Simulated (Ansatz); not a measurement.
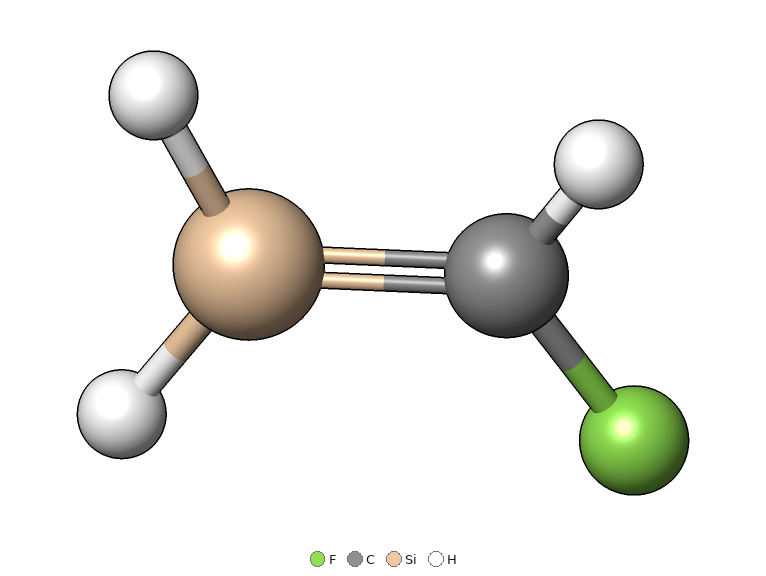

Geometry: moved along internal coordinates away from the minimum. Program: Ansatz 0.2.0.

Tabulate dipole (D) at these levels: B3LYP-D4/def2-TZVPP; PBE-D4/def2-TZVPP; PBE0-D4/def2-TZVPP; r2SCAN-D4/def2-TZVPP.

| level | dipole (D) |
| --- | --- |
| B3LYP-D4/def2-TZVPP | 2.99 |
| PBE-D4/def2-TZVPP | 2.63 |
| PBE0-D4/def2-TZVPP | 2.98 |
| r2SCAN-D4/def2-TZVPP | 2.78 |
